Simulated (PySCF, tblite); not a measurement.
# C3H14BNSi2: geometry, infrared bands and NMR shifts

Aim: predict the infrared bands and NMR shifts of C3H14BNSi2 (`BN[Si@H](CC)C[SiH3]`).

Programs: tblite 0.8.0 and PySCF 2.14.0, with density-fitted response routines of our own. Each step states its level of theory. These are calculated values for one molecule in the gas phase, unless marked as measured. Atoms count from 0, in the outputs and in this text.

### 1 Starting geometry

21 atoms, charge 0, multiplicity 1; geometry from: force field or distance geometry start.

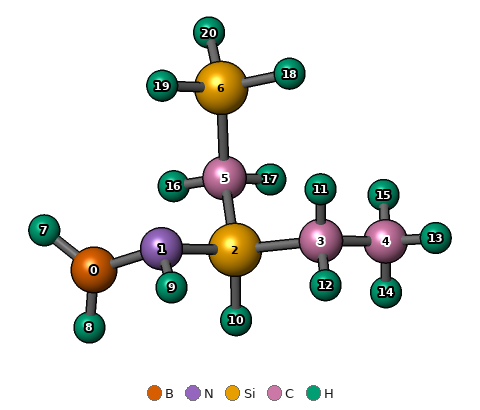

As it starts; boron orange, nitrogen purple, silicon amber, carbon pink, hydrogen teal, atoms numbered.

### 2 Relaxing the molecule with GFN2-xTB

What the job is given:

```
{"job": {"kind": "relax", "xc": "GFN2-xTB", "basis": "xTB"}, "charge": 0, "multiplicity": 1}
B     -0.913200     2.895100     0.240400
N     -1.094800     1.517100     0.839100
Si    -0.570600     0.297500    -0.368300
C     -1.077900    -1.402300     0.211000
C     -0.662500    -2.485900    -0.769100
C      1.265600     0.407100    -0.657500
Si     2.198100     0.108600     0.935600
H     -0.208600     3.690300     0.769100
H     -1.519400     3.203700    -0.727400
H     -2.116300     1.373200     1.017600
H     -1.271100     0.562600    -1.646700
H     -0.607400    -1.611700     1.205200
H     -2.184900    -1.430300     0.356900
H     -1.007800    -3.475700    -0.421300
H     -1.117000    -2.277800    -1.769700
H      0.441700    -2.516000    -0.859800
H      1.524500     1.422000    -1.031200
H      1.574900    -0.351900    -1.408200
H      1.935000    -1.257700     1.420700
H      1.767000     1.078400     1.960100
H      3.635700     0.270700     0.703100
```

On the command line:

```bash
OMP_NUM_THREADS=1 python probes_run.py task.json out
```

One launch serves the whole session: the jobs run in the order shown.

**Question.** This job is followed by: GFN2-xTB harmonic vibrations, gas phase; GIAO PBE0/pcSseg-1 NMR shielding, non-relativistic, gas phase. What will the session give for the following? strongest single infrared mode (GFN2-xTB); zero-point energy (GFN2-xTB); ¹³C shifts against TMS (PBE0/pcSseg-1); ¹H shifts against TMS (PBE0/pcSseg-1, means over atoms taken as alike); ¹¹B shifts against BF3·OEt2 (PBE0/pcSseg-1); ¹⁵N shifts against NH3 (PBE0/pcSseg-1); ²⁹Si shifts against TMS (PBE0/pcSseg-1); surface potential, least and greatest.

**Answer**, as computed:

| quantity | value |
| --- | --- |
| strongest single infrared mode (GFN2-xTB) | 2217 cm⁻¹, 397 km/mol |
| zero-point energy (GFN2-xTB) | 101.7 kcal/mol |
| ¹³C shifts against TMS (PBE0/pcSseg-1) | 9.7, 8.3, -10.5 ppm |
| ¹H shifts against TMS (PBE0/pcSseg-1, means over atoms taken as alike) | 5.23, 5.11, 4.60, 3.93, 1.07, 0.83, 0.78, 0.44, -0.14 ppm |
| ¹¹B shifts against BF3·OEt2 (PBE0/pcSseg-1) | 42.5 ppm |
| ¹⁵N shifts against NH3 (PBE0/pcSseg-1) | 135.7 ppm |
| ²⁹Si shifts against TMS (PBE0/pcSseg-1) | -7.0, -81.4 ppm |
| surface potential, least and greatest | -0.51 V and 1.43 V |

What this shows: Relaxing lowered the energy by 1.210 eV in 117 steps; the close pair that moved most is B0–N1, from 1.513 to 1.392 Å. No mode is imaginary among the 57: a minimum at this level. The strongest single mode, at 2217 cm⁻¹, moves mainly H18. Unscaled tight-binding wavenumbers are off by several per cent, some by more. Its intensities can rank the bands wrongly. At PBE0/pcSseg-1: The widest tensor belongs to N1: span 224 ppm, with a paramagnetic part of -194 ppm.
